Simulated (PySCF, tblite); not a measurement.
# C₃H₃ClFSi radical: geometry, infrared bands and EPR parameters

Wanted: the infrared bands and EPR parameters of C₃H₃ClFSi radical (`F[C]1C([SiH3])=C1Cl`), by calculation.

The runs use tblite 0.8.0 and PySCF 2.14.0, with density-fitted response routines of our own; the level of theory stands in each step. All values are computed, except where a source is named. Atoms are numbered from 0 throughout.

## Step 1: The molecule as given

9 atoms, charge 0, multiplicity 2; geometry from: force field or distance geometry start.

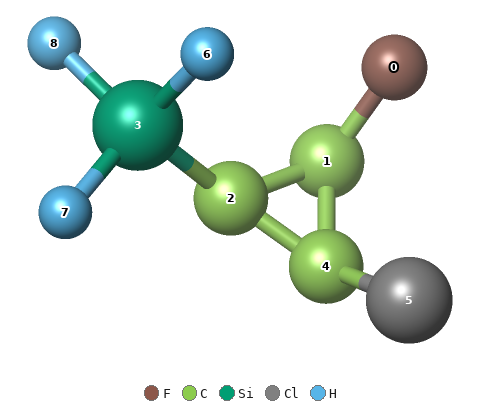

The starting geometry (fluorine brown, carbon green, silicon teal, chlorine grey, hydrogen blue), atoms numbered.

## Step 2: Geometry optimisation with GFN2-xTB

What the job is given:

```
{"job": {"kind": "relax", "xc": "GFN2-xTB", "basis": "xTB"}, "charge": 0, "multiplicity": 2}
F      1.302600     1.651700     0.869700
C      1.280900     1.143300    -0.384200
C      0.326700     0.157800    -0.702300
Si    -1.268400    -0.229300    -0.098400
C      1.560200    -0.254700    -0.550800
Cl     2.094700    -1.387400     0.569100
H     -1.291600    -0.319100     1.388100
H     -1.729200    -1.536000    -0.620100
H     -2.262300     0.779700    -0.496200
```

Started as:

```
> OMP_NUM_THREADS=1 python probes_run.py task.json out
```

One launch serves the whole session: the jobs run in the order shown.

What it wrote:

```text
step      E/eV     max force
  0    -510.28302    4.693
  1    -510.64051    1.837
  2    -510.76006    0.961
  3    -510.83189    1.086
  4    -510.97392    1.223
  5    -511.04135    0.986
  6    -511.17914    0.831
  7    -511.22986    0.595
  8    -511.26800    0.506
  9    -511.29510    0.512
 10    -511.30797    0.357
 11    -511.31827    0.386
 12    -511.33235    0.485
 13    -511.34844    0.652
 14    -511.36402    0.550
 15    -511.37729    0.313
 16    -511.38957    0.342
 17    -511.40485    0.536
 18    -511.42086    0.483
 19    -511.43152    0.371
 20    -511.43790    0.235
 21    -511.44479    0.273
 22    -511.45774    0.374
 23    -511.46731    0.376
 24    -511.47194    0.196
 25    -511.47374    0.121
 26    -511.47492    0.111
 27    -511.47623    0.128
 28    -511.47784    0.110
 29    -511.47874    0.094
 30    -511.47948    0.071
 31    -511.48013    0.083
 32    -511.48062    0.066
 33    -511.48085    0.039
 34    -511.48098    0.034
 35    -511.48113    0.040
 36    -511.48133    0.051
 37    -511.48151    0.039
 38    -511.48161    0.018
 39    -511.48164    0.014
 40    -511.48166    0.015
 41    -511.48167    0.011
 42    -511.48168    0.008
```

Run time: 0.19 s. Hardware: 1 thread of Arm Neoverse V2, shared host.

Relaxation path: (not every step is listed)

```
step  energy from step 0 (eV)  largest force (eV/Å)
   0                   0.0000                4.6929
   1                  -0.3575                1.8373
   2                  -0.4770                0.9615
   3                  -0.5489                1.0859
   4                  -0.6909                1.2231
   5                  -0.7583                0.9859
   6                  -0.8961                0.8309
   7                  -0.9468                0.5946
   8                  -0.9850                0.5061
  10                  -1.0249                0.3569
  12                  -1.0493                0.4855
  14                  -1.0810                0.5499
  16                  -1.1065                0.3424
  18                  -1.1378                0.4831
  20                  -1.1549                0.2351
  22                  -1.1747                0.3741
  24                  -1.1889                0.1962
  26                  -1.1919                0.1107
  28                  -1.1948                0.1103
  30                  -1.1965                0.0707
  32                  -1.1976                0.0661
  34                  -1.1980                0.0336
  36                  -1.1983                0.0512
  37                  -1.1985                0.0391
  38                  -1.1986                0.0179
  39                  -1.1986                0.0141
  40                  -1.1986                0.0148
  41                  -1.1986                0.0108
  42                  -1.1987                0.0077
```

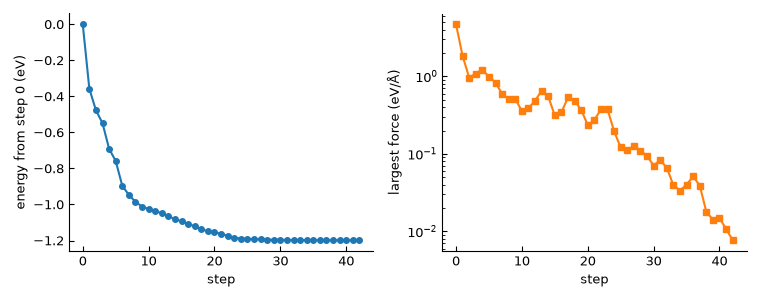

Energy and force, step by step.

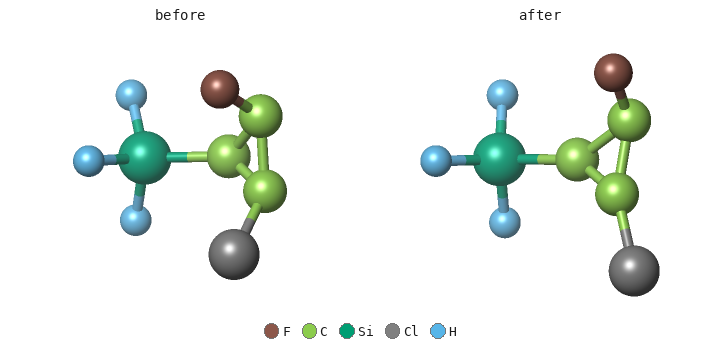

The geometry before (left) and after (right).

Distances of close pairs at the start and the end, largest changes first:

```
  bond  before (Å)  after (Å)  change (Å)
C2–Si3       1.749      1.861      +0.112
 C1–C2       1.408      1.496      +0.088
 C2–C4       1.309      1.348      +0.039
Si3–H6       1.489      1.465      -0.024
Si3–H7       1.481      1.461      -0.019
C4–Cl5       1.680      1.665      -0.015
Si3–H8       1.471      1.460      -0.011
 F0–C1       1.353      1.363      +0.010
```

The next job starts from the end point, and lists it.

## Step 3: Vibrational analysis with GFN2-xTB

What the job is given:

```
{"job": {"kind": "ir", "xc": "GFN2-xTB", "basis": "xTB"}, "charge": 0, "multiplicity": 2}
F      1.637092     2.081086     0.588064
C      1.375655     1.112085    -0.334295
C      0.270910     0.106006    -0.258406
Si    -1.535315    -0.286830    -0.040596
C      1.555027    -0.290591    -0.147939
Cl     2.592743    -1.563350     0.128543
H     -1.809091    -0.400729     1.394097
H     -1.772742    -1.557867    -0.721690
H     -2.300719     0.806185    -0.632958
```

What it wrote:

```text
mode    cm-1     km/mol
  1     -12.4      0.09
  2     101.5      0.34
  3     124.4      0.55
  4     171.9      1.48
  5     314.0      3.47
  6     410.1      0.47
  7     461.6     11.30
  8     515.5     93.06
  9     547.6     29.76
 10     563.3     44.22
 11     618.8     17.58
 12     761.7    167.14
 13     774.3    582.80
 14     775.5    137.42
 15     886.8    128.84
 16    1033.4     71.38
 17    1241.0    196.94
 18    1748.6    171.92
 19    2251.4    255.20
 20    2288.2    229.73
 21    2302.5    248.64
```

Run time: 0.18 s. Hardware: 1 thread of Arm Neoverse V2, shared host.

Which atoms move in the most intense modes:

```
cm⁻¹  km/mol                      atoms
 762   167.1           H7 56 %, H8 33 %
 774   582.8  H8 30 %, H6 29 %, H7 28 %
 776   137.4  H6 54 %, H8 29 %, H7 12 %
1241   196.9  C1 57 %, C4 19 %, C2 17 %
1749   171.9  C4 44 %, C2 41 %, C1 14 %
2251   255.2                    H6 96 %
2288   229.7                    H7 96 %
2302   248.6                    H8 96 %
```

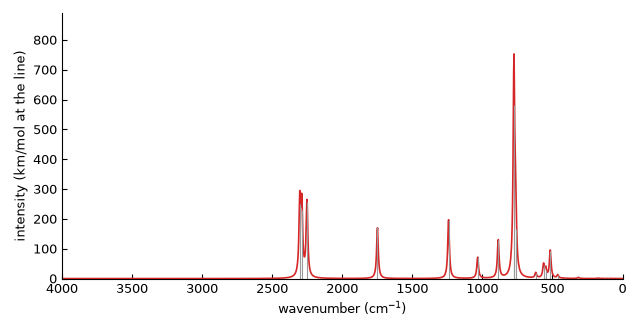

The infrared spectrum from these modes, unscaled. Lines are broadened to a width of 14 cm⁻¹ (Lorentzian).

## Step 4: EPR parameters: B3LYP/pcH-1

Same as in step 3 but for these lines:

```diff
@@ -1,2 +1,2 @@
-{"job": {"kind": "ir", "xc": "GFN2-xTB", "basis": "xTB"}, "charge": 0, "multiplicity": 2}
+{"job": {"kind": "epr", "basis": "pcH-1"}, "charge": 0, "multiplicity": 2}
 F      1.637092     2.081086     0.588064
```

Method: UKS B3LYP, pcH-1 on C Cl F H Si, non-relativistic, mean-field spin-orbit, GIAO.

What it wrote:

```text
UKS, coarse grid
  cycle   1  E = -965.47020713  |g| = 3.82e-01
  cycle   2  E = -965.39748808  |g| = 6.05e-01
  cycle   3  E = -965.51523985  |g| = 8.24e-02
  cycle   4  E = -965.51753773  |g| = 4.07e-02
  cycle   5  E = -965.51823954  |g| = 1.63e-02
  cycle   6  E = -965.51835837  |g| = 4.75e-03
  cycle   7  E = -965.51837252  |g| = 2.26e-03
  cycle   8  E = -965.51837546  |g| = 7.22e-04
UKS, final grid
  cycle   1  E = -965.51839631  |g| = 9.59e-04
  cycle   2  E = -965.51839547  |g| = 1.61e-03
  cycle   3  E = -965.51839677  |g| = 2.22e-04
  cycle   4  E = -965.51839680  |g| = 6.75e-05
  cycle   5  E = -965.51839680  |g| = 4.28e-05
  cycle   6  E = -965.51839680  |g| = 1.44e-05
E = -965.51839680 Eh   <S^2> = 0.7546 (exact 0.7500)
g shifts (ppm)      1          2          3
  rmc          -209       -209       -209
  gc             36        -12         -4
  oz_so        -719       1672       2758
  total        -892       1452       2545
hyperfine (MHz)  atom isotope    a_iso     a_fc   dipolar eigenvalues
    0   19F     477.14     475.64   -243.96   -225.64    469.59
    1   13C     628.03     627.96    -61.20    -51.49    112.69
    2   13C      32.95      32.94    -17.86    -14.14     32.00
    3  29Si      10.19      10.21     -0.76     -0.36      1.12
    4   13C      -5.83      -5.84    -15.33     -4.82     20.15
    5  35Cl      -0.69      -0.67     -3.15     -2.18      5.34
    6    1H      15.37      15.37     -1.48     -1.09      2.56
    7    1H      -0.53      -0.53     -1.55     -1.23      2.79
    8    1H      11.42      11.42     -1.64     -1.36      3.00
```

Run time: 30 s. Hardware: 1 thread of Arm Neoverse V2, shared host; peak memory 0.75 GiB.

Principal g values 2.00143, 2.00377, 2.00486; g(iso) = 2.00335, against 2.00232 for a free electron.

Hyperfine couplings; where a row names several nuclei, a(iso) is their mean (it holds for fast rotation or exchange) and the dipolar term the largest among them:

```
    nuclei  isotope  a(iso) (MHz)  a(iso) (G, at g = 2.0023)  largest dipolar term (MHz)
        C1      13C         628.0                      224.1                       112.7
        F0      19F         477.1                      170.3                       469.6
        C2      13C          32.9                       11.8                        32.0
       Si3     29Si          10.2                        3.6                         1.1
H6, H7, H8       1H           8.8                        3.1                         3.0
        C4      13C          -5.8                       -2.1                        20.1
       Cl5     35Cl          -0.7                       -0.2                         5.3
```

Mulliken spin populations:

```
atom  value (e)
  F0       0.08
  C1       0.76
  C2       0.17
 Si3      -0.01
  C4      -0.01
 Cl5       0.00
  H6       0.01
  H7       0.00
  H8       0.01
```

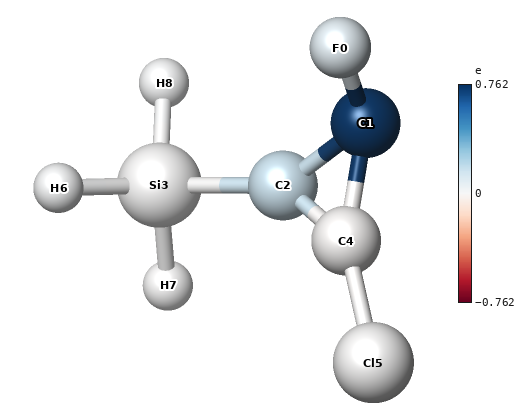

Mulliken spin populations, as colours on the atoms.

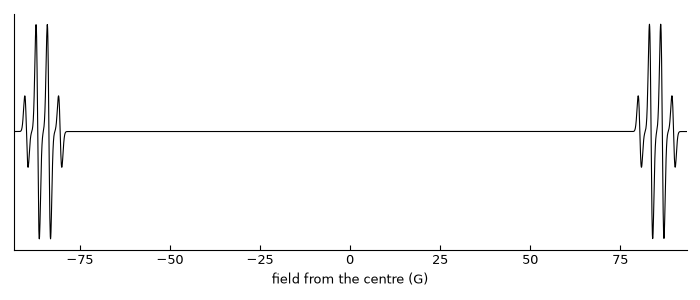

First-order isotropic spectrum (first derivative, main isotopes with spin only, couplings over 0.8 MHz, Gaussian width 0.4 G; couplings of the frozen geometry, rotation of groups not averaged beyond the rows shown).

Orbitals, density, ELF and potential are computed afterwards from the orbital file.

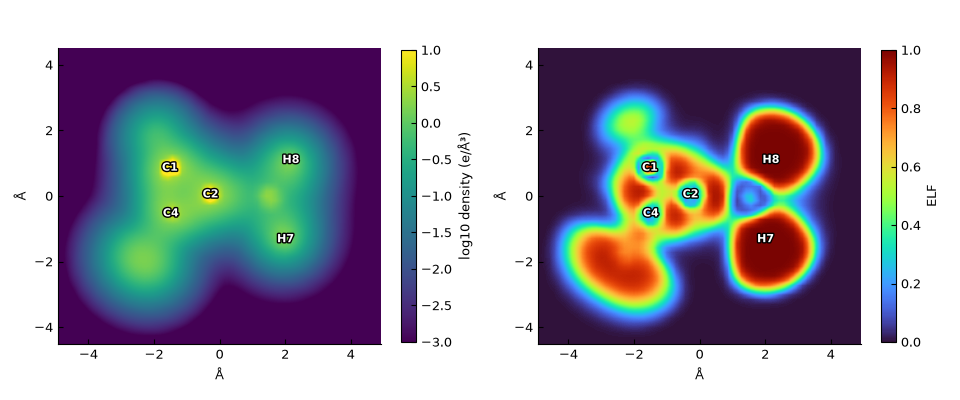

Density (left) and ELF (right) in a plane through or near 5 of the atoms.

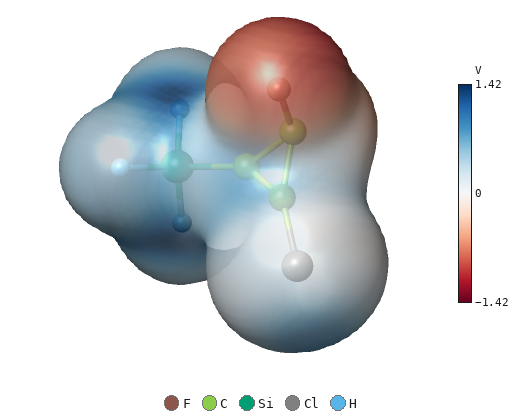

The potential that a unit positive charge feels on the 0.002 e/bohr³ surface, from -0.98 V near F0 to 1.42 V near H7.

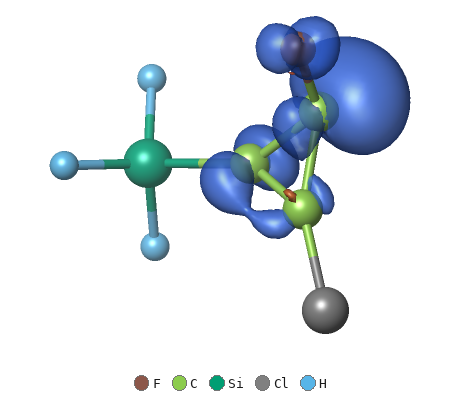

Spin density at ±0.05 e/Å³ (alpha excess blue, beta excess red).

## Step 5: Outcome

| quantity | value |
| --- | --- |
| strongest single infrared mode (GFN2-xTB) | 774 cm⁻¹, 583 km/mol |
| zero-point energy (GFN2-xTB) | 25.6 kcal/mol |
| g(iso) (B3LYP) | 2.00335 |
| ⟨S²⟩ | 0.755 (exact 0.75) |
| largest a(iso) (averaged by class) | 13C on C1, 628.0 MHz |
| surface potential, least and greatest | -0.98 V and 1.42 V |

What this shows: Over 42 steps the energy fell by 1.199 eV; of the close pairs, C2–Si3 changed most, 1.749 to 1.861 Å. The lowest mode is slightly imaginary (12i cm⁻¹), a soft motion within the noise of the Hessian, so the minimum is not strictly shown. Unscaled tight-binding wavenumbers are off by several per cent, some by more. Its intensities can rank the bands wrongly. Most of the unpaired spin sits on C1 (0.76 e). The isotropic g lies 1.0 ppt above the free-electron value.
